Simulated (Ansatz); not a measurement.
## Electronic structure of BFH$_{4}$ in real space

Input

```
crystal:
  periodic: [false, false, false]
  atoms:
    - {symbol: B, position_ang: [-0.318307, 0.091783, -0.230079]}
    - {symbol: H, position_ang: [0.520469, 0.907426, 0.337148]}
    - {symbol: H, position_ang: [-0.169008, 0.097906, -1.409586]}
    - {symbol: H, position_ang: [-1.382846, 0.160837, 0.294853]}
    - {symbol: H, position_ang: [0.835801, -0.097085, 0.598821]}
    - {symbol: F, position_ang: [0.513892, -1.160867, 0.408843]}
basis:
  gaussian: {orbitals: def2-TZVPP}
hamiltonian: {xc: pbe0, dispersion: d4}
output: {orbitals: {seedname: orbitals}}
```

Command:

```sh
ansatz run in.yaml --threads 2 --pin off --events-out ev --progress --plain --max-ram 4352MiB
```

A transition-state structure; geometry: PBE0-D4/def2-TZVP.

Level of theory: Ansatz, RKS PBE0-D4/def2-TZVPP.

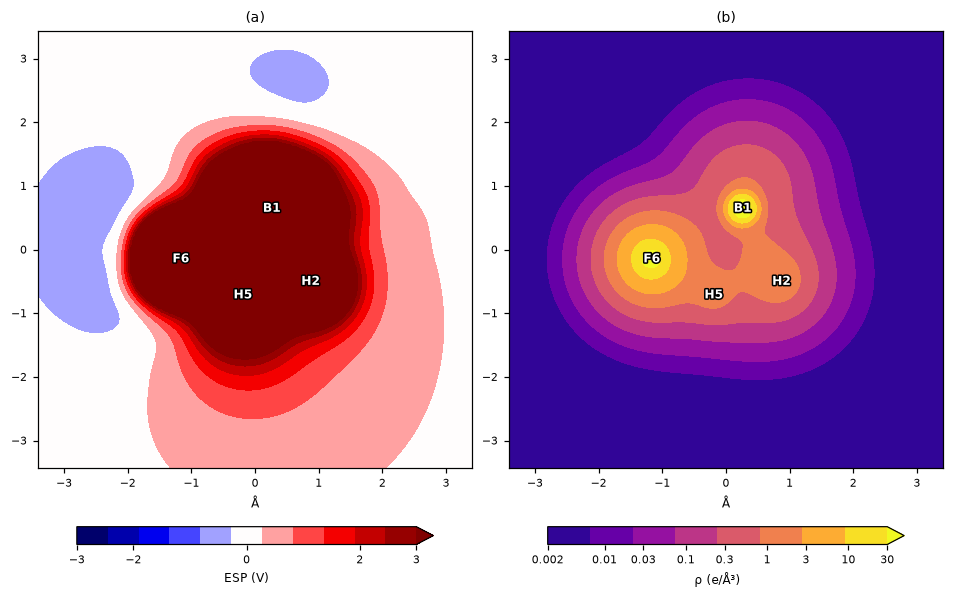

Figure 1. (a) molecular electrostatic potential; (b) total electron density on the plane of atoms B1, H5 and F6.

### What does the map show?

- The plane passes through B, H and F nuclei.
- F6···H5 (1.13 Å): the density falls to about 1.3 e/Å³ on the way.
- Outside the dense part of the molecule the potential is most negative (−0.5 V) near F6.

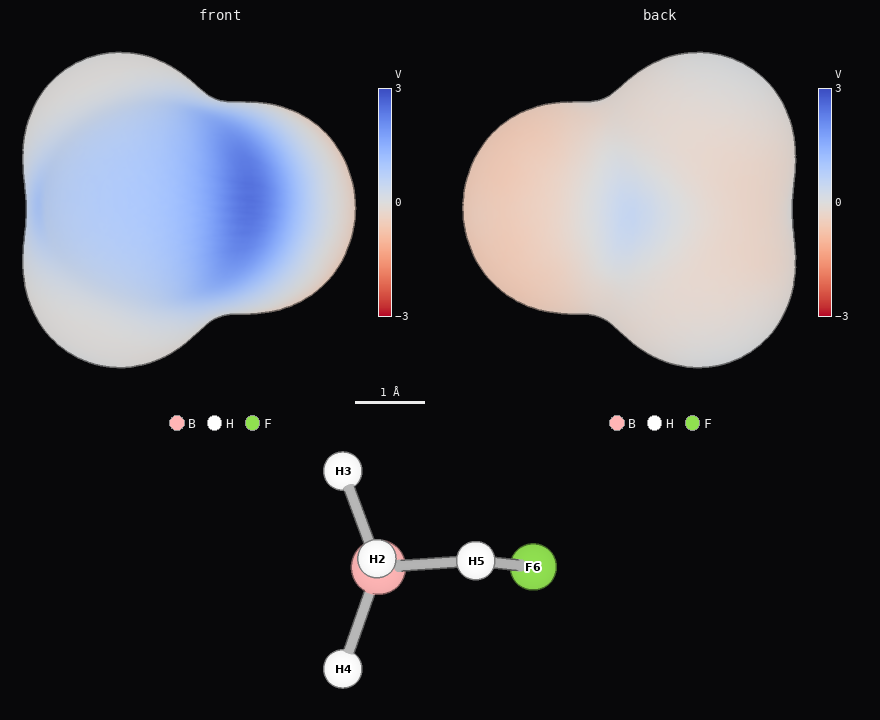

Figure 2. The molecular electrostatic potential painted on the density surface at 0.002 e/bohr³, seen from the front and from behind; red is negative and blue positive. The bare structure is drawn below in the same view.

### Describe the electrostatic potential map.

The most negative region (about −0.6 V) lies over F6, the most positive (about +2.4 V) over H5.

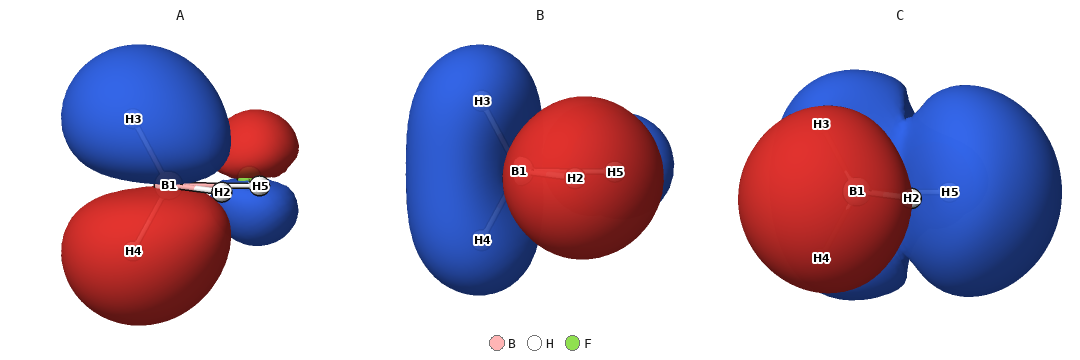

Figure 3. Three frontier orbitals at ±0.08 Å⁻³ᐟ² (red and blue are the two phases), in no order.

### Which picture is the HOMO−1, the HOMO and the LUMO?

B is the HOMO−1 (−10.00 eV). By Hirshfeld shares it lies mainly on B1 (about 30 %), H2 (about 25 %), F6 (about 25 %), H3 (about 10 %), H4 (about 10 %) and H5 (about 5 %). A is the HOMO (−9.62 eV). By Hirshfeld shares it lies mainly on B1 (about 35 %), H3 (about 25 %), H4 (about 25 %) and F6 (about 15 %). C is the LUMO (−0.31 eV). By Hirshfeld shares it lies mainly on B1 (about 45 %), H5 (about 15 %), F6 (about 15 %), H2 (about 10 %), H4 (about 5 %) and H3 (about 5 %).

### What is the HOMO–LUMO gap?

9.31 eV between the orbital energies.
